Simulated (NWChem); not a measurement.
# ROMPW1B95-D3(BJ)/IGLO-II (SMD dmf, esp resp) run of CH4ClSi (SMILES C[SiH]Cl)

Aim: the energy difference between two shapes of CH4ClSi at ROMPW1B95-D3(BJ)/IGLO-II (SMD dmf, esp resp), from 2 runs. 

The calculation is run with NWChem 7.3.0.

3 further runs of the same task are left out: 1 that didn't finish, 2 set aside as unsound or not needed.

**1. The molecule**

CH4ClSi has 7 atoms, charge 0, and is taken as a doublet. As SMILES, `C[SiH]Cl`. The coordinates come from a PBE0-D4/def2-TZVP relaxation.

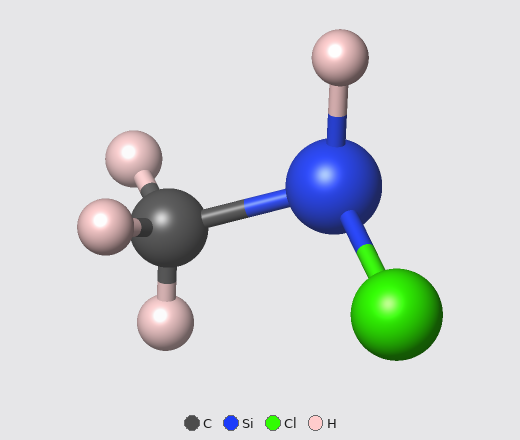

The structure, seen from a chosen angle (carbon dark grey, silicon blue, chlorine green, hydrogen pink).

**2. A single-point energy at ROMPW1B95-D3(BJ)/IGLO-II (SMD dmf, esp resp)**

File test.nw:

```
start test
memory total 2200 mb
charge 0

geometry noautosym nocenter noautoz
  C       -0.636800       0.463300      -0.329000
  Si       1.003800      -0.393300      -0.087600
  Cl       0.685200      -2.302900       0.627600
  H       -0.475300       1.484500      -0.682800
  H       -1.182000       0.503000       0.618400
  H       -1.249200      -0.066600      -1.060300
  H        1.854400       0.312100       0.913700
end

basis spherical bse
  * library IGLO-II
end

cosmo
  do_cosmo_smd true
  solvent dmf
end

dft
  xc mpw1b95
  mult 2
  rodft
  cgmin
  disp vdw 4
  grid coarse
  convergence energy 1e-05
  iterations 150
  mulliken
end

esp
  restrain
  range 0.4
  spacing 0.035
  recalculate
end

task dft
task esp
```

Command:

```sh
nwchem test.nw > test.out
```

Log:

```text
Northwest Computational Chemistry Package (NWChem) 7.3.0
             --------------------------------------------------------

           Job information
           ---------------

    nwchem branch   = 7.3.0
    use scalapack   = T
    input           = test.nw
    prefix          = test.
    data base       = ./test.db
    status          = startup
    nproc           =        1

           Memory information
           ------------------

    heap     =     72089600 doubles =      550.0 Mbytes
    stack    =     72089597 doubles =      550.0 Mbytes
    global   =    144179200 doubles =     1100.0 Mbytes (distinct from heap & stack)
    total    =    288358397 doubles =     2200.0 Mbytes
    verify   = yes
    hardfail = no

           Directory information
           ---------------------

  0 permanent = .
  0 scratch   = .

                                NWChem Input Module
                                -------------------

 Scaling coordinates for geometry "geometry" by  1.889725989
 (inverse scale =  0.529177249)

                             Geometry "geometry" -> ""
                             -------------------------

 Output coordinates in angstroms (scale by  1.889725989 to convert to a.u.)

  No.       Tag          Charge          X              Y              Z
 ---- ---------------- ---------- -------------- -------------- --------------
    1 C                    6.0000    -0.63680000     0.46330000    -0.32900000
    2 Si                  14.0000     1.00380000    -0.39330000    -0.08760000
    3 Cl                  17.0000     0.68520000    -2.30290000     0.62760000
    4 H                    1.0000    -0.47530000     1.48450000    -0.68280000
    5 H                    1.0000    -1.18200000     0.50300000     0.61840000
    6 H                    1.0000    -1.24920000    -0.06660000    -1.06030000
    7 H                    1.0000     1.85440000     0.31210000     0.91370000

      Atomic Mass
      -----------

      C                 12.000000
      Si                27.976930
      Cl                34.968850
      H                  1.007825

 Effective nuclear repulsion energy (a.u.)     137.4512872588

            Nuclear Dipole moment (a.u.)
            ----------------------------
        X                 Y               Z
 ---------------- ---------------- ----------------
    39.3605356983   -74.9138404475    13.7152532799

            XYZ format geometry
            -------------------
     7
 geometry
 C                    -0.63680000     0.46330000    -0.32900000
 Si                    1.00380000    -0.39330000    -0.08760000
 Cl                    0.68520000    -2.30290000     0.62760000
 H                    -0.47530000     1.48450000    -0.68280000
 H                    -1.18200000     0.50300000     0.61840000
 H                    -1.24920000    -0.06660000    -1.06030000
 H                     1.85440000     0.31210000     0.91370000

 ==============================================================================
                                internuclear distances
 ------------------------------------------------------------------------------
       center one      |      center two      | atomic units |  angstroms
 ------------------------------------------------------------------------------
    2 Si               |   1 C                |     3.52706  |     1.86644
    3 Cl               |   2 Si               |     3.90016  |     2.06388
    4 H                |   1 C                |     2.06500  |     1.09275
    5 H                |   1 C                |     2.06697  |     1.09379
    6 H                |   1 C                |     2.06199  |     1.09116
    7 H                |   2 Si               |     2.81798  |     1.49121
 ------------------------------------------------------------------------------
                         number of included internuclear distances:          6
 ==============================================================================

 ==============================================================================
                                 internuclear angles
 ------------------------------------------------------------------------------
        center 1       |       center 2       |       center 3       |  degrees
 ------------------------------------------------------------------------------
    2 Si               |   1 C                |   4 H                |   109.93
    2 Si               |   1 C                |   5 H                |   110.05
    2 Si               |   1 C                |   6 H                |   110.92
    4 H                |   1 C                |   5 H                |   108.67
    4 H                |   1 C                |   6 H                |   108.65
    5 H                |   1 C                |   6 H                |   108.57
    1 C                |   2 Si               |   3 Cl               |   109.50
    1 C                |   2 Si               |   7 H                |   111.79
    3 Cl               |   2 Si               |   7 H                |   107.04
 ------------------------------------------------------------------------------
                            number of included internuclear angles:          9
 ==============================================================================

 Summary of "ao basis" -> "" (spherical)
 ------------------------------------------------------------------------------
       Tag                 Description            Shells   Functions and Types
 ---------------- ------------------------------  ------  ---------------------
 *                          IGLO-II                   on all atoms

[... 114 lines left out ...]
          Convergence on energy requested:  1.00D-05
          Convergence on density requested:  1.00D-05
          Convergence on gradient requested:  5.00D-04
[... 21 lines left out ...]
          Spatial weights used:  Erf1
[... 1 line left out ...]
          Convergence Information
[... 1 line left out ...]
          Convergence aids based upon iterative change in
          total energy or number of iterations.
[... 43 lines left out ...]
         Quadratically convergent ROKS
[... 1 line left out ...]
 Convergence threshold     :          5.000E-04
[... 1 line left out ...]
 Final Fock-matrix accuracy:          1.000E-08
[... 26 lines left out ...]
         Total DFT energy =     -790.248075869117
      One electron energy =    -1364.255210117627
           Coulomb energy =      475.836465438911
    Exchange-Corr. energy =      -39.286503941436
 Nuclear repulsion energy =      137.451287258820
[... 3 lines left out ...]
             COSMO energy =        0.005885492215
[... 10 lines left out ...]
                               delta internal energy  =         0.000505306742 (    0.32 kcal/mol)
[... 6 lines left out ...]
                       DFT Final Molecular Orbital Analysis
[... 784 lines left out ...]
 Vector  108  Occ=0.000000D+00  E= 5.320658D+01
              MO Center=  6.9D-01, -2.3D+00,  6.3D-01, r^2= 8.6D-02
   Bfn.  Coefficient  Atom+Function         Bfn.  Coefficient  Atom+Function
  ----- ------------  ---------------      ----- ------------  ---------------
    60      3.803588  3 Cl s                 61     -3.483099  3 Cl s
    62      1.944733  3 Cl s                 59     -1.684518  3 Cl s
    63     -0.773319  3 Cl s                 64      0.517291  3 Cl s
    29     -0.269076  2 Si s                 58     -0.248165  3 Cl s
    81      0.153023  3 Cl py

 Vector  109  Occ=0.000000D+00  E= 8.688714D+01
              MO Center=  1.0D+00, -3.9D-01, -8.8D-02, r^2= 4.0D-02
   Bfn.  Coefficient  Atom+Function         Bfn.  Coefficient  Atom+Function
  ----- ------------  ---------------      ----- ------------  ---------------
    35      1.503742  2 Si pz                32     -1.281473  2 Si pz
    38     -0.989801  2 Si pz                33     -0.751130  2 Si px
    30      0.640118  2 Si px                36      0.494319  2 Si px
    41      0.428778  2 Si pz                39     -0.213675  2 Si px

 Vector  110  Occ=0.000000D+00  E= 8.702336D+01
              MO Center=  1.0D+00, -3.9D-01, -8.7D-02, r^2= 4.2D-02
   Bfn.  Coefficient  Atom+Function         Bfn.  Coefficient  Atom+Function
  ----- ------------  ---------------      ----- ------------  ---------------
    34      1.573832  2 Si py                31     -1.335443  2 Si py
    37     -1.050063  2 Si py                33      0.590245  2 Si px
    30     -0.500834  2 Si px                40      0.476568  2 Si py
[... 4 lines of this table left out ...]
              MO Center=  1.0D+00, -3.9D-01, -8.7D-02, r^2= 4.1D-02
   Bfn.  Coefficient  Atom+Function         Bfn.  Coefficient  Atom+Function
  ----- ------------  ---------------      ----- ------------  ---------------
    33      1.396225  2 Si px                30     -1.183655  2 Si px
    36     -0.934188  2 Si px                35      0.736211  2 Si pz
    32     -0.624101  2 Si pz                34     -0.615183  2 Si py
[... 4 lines of this table left out ...]
              MO Center=  6.9D-01, -2.3D+00,  6.3D-01, r^2= 2.8D-02
   Bfn.  Coefficient  Atom+Function         Bfn.  Coefficient  Atom+Function
  ----- ------------  ---------------      ----- ------------  ---------------
    70      1.654629  3 Cl pz                67     -1.347711  3 Cl pz
    73     -1.176298  3 Cl pz                76      0.556328  3 Cl pz
    69      0.504457  3 Cl py                68     -0.422603  3 Cl px
[... 4 lines of this table left out ...]
              MO Center=  6.9D-01, -2.3D+00,  6.3D-01, r^2= 2.8D-02
   Bfn.  Coefficient  Atom+Function         Bfn.  Coefficient  Atom+Function
  ----- ------------  ---------------      ----- ------------  ---------------
    68      1.725984  3 Cl px                65     -1.405627  3 Cl px
    71     -1.227552  3 Cl px                74      0.581320  3 Cl px
    70      0.439222  3 Cl pz                67     -0.357702  3 Cl pz
    73     -0.312371  3 Cl pz                77     -0.192931  3 Cl px

 Vector  114  Occ=0.000000D+00  E= 1.269136D+02
              MO Center=  6.9D-01, -2.3D+00,  6.3D-01, r^2= 2.9D-02
   Bfn.  Coefficient  Atom+Function         Bfn.  Coefficient  Atom+Function
  ----- ------------  ---------------      ----- ------------  ---------------
    69      1.709697  3 Cl py                66     -1.391228  3 Cl py
    72     -1.218980  3 Cl py                75      0.581543  3 Cl py
    70     -0.490703  3 Cl pz                67      0.399292  3 Cl pz
    73      0.349884  3 Cl pz                78     -0.200192  3 Cl py
    76     -0.166944  3 Cl pz

 Vector  115  Occ=0.000000D+00  E= 1.995217D+02
              MO Center=  1.0D+00, -3.9D-01, -8.7D-02, r^2= 2.6D-02
   Bfn.  Coefficient  Atom+Function         Bfn.  Coefficient  Atom+Function
  ----- ------------  ---------------      ----- ------------  ---------------
    24      3.485338  2 Si s                 25     -2.894413  2 Si s
    23     -1.744798  2 Si s                 26      1.450436  2 Si s
    27     -0.683433  2 Si s                 28      0.288662  2 Si s
    29     -0.180959  2 Si s

 Vector  116  Occ=0.000000D+00  E= 2.986584D+02
              MO Center=  6.9D-01, -2.3D+00,  6.3D-01, r^2= 1.9D-02
   Bfn.  Coefficient  Atom+Function         Bfn.  Coefficient  Atom+Function
  ----- ------------  ---------------      ----- ------------  ---------------
    59      3.570086  3 Cl s                 60     -3.068911  3 Cl s
    58     -1.756472  3 Cl s                 61      1.660589  3 Cl s
    62     -0.819889  3 Cl s                 63      0.320369  3 Cl s
    64     -0.216095  3 Cl s

 Task  times  cpu:       26.0s     wall:       26.0s

                                NWChem Input Module
                                -------------------

                     NWChem Electrostatic Potential Fit Module
                     -----------------------------------------

 Atom parameters

 Number of atoms is                                    7
 Number of basis functions is                        116

 Grid parameters

 Maximum number of grid points is                  13299
 Number of grid points is                          13298
 Grid range                                     0.400000 nm
 Grid spacing                                   0.035000 nm
 Probe radius                                   0.070000 nm
 Atom radius factor                             1.000000

 Restraint parameters

 Hyperbolic restraint to zero charge
    with scaling                 0.001000
         tightness               0.100000
         maximum iterations     25
         tolerance               0.000100

 Atomic radii

    1    0.100000
    6    0.147000
   14    0.187000
   17    0.169000
 FASTESP  F
  using M.O. file = ./test.movecs

    Atom              Coordinates                           Charge

                                                  ESP         RESP        RESP2
                                                                         constr

    1 C    -0.063680    0.046330   -0.032900   -0.015336   -0.012457   -0.012808
    2 Si    0.100380   -0.039330   -0.008760    0.139910    0.138901    0.138901
    3 Cl    0.068520   -0.230290    0.062760   -0.196523   -0.196314   -0.196314
    4 H    -0.047530    0.148450   -0.068280    0.035248    0.034545    0.032990
    5 H    -0.118200    0.050300    0.061840    0.040590    0.039731    0.032990
    6 H    -0.124920   -0.006660   -0.106030    0.025071    0.024343    0.032990
    7 H     0.185440    0.031210    0.091370   -0.028960   -0.028748   -0.028748
                                            ------------------------------------
                                               -0.000000    0.000000    0.000000

 Dipole moment                                  0.956267    0.955976    0.954679

 Quadrupole moment Qxx                          1.561538    1.555931    1.613614
                   Qyy                         -1.612619   -1.606582   -1.785684
                   Qzz                          0.051081    0.050651    0.172070

 RMS deviation kJ/mol                           0.094183    0.094184    0.094612

 RRMS %                                        38.596342   38.596523   38.771912

 Task  times  cpu:        2.7s     wall:        2.7s
 Total times  cpu:       28.8s     wall:       28.8s
```

Run time: 29 s. Hardware: 1 thread of Intel Xeon 6975P-C (Granite Rapids), shared host; peak memory 0.12 GiB.

[end of part 1 of 2]
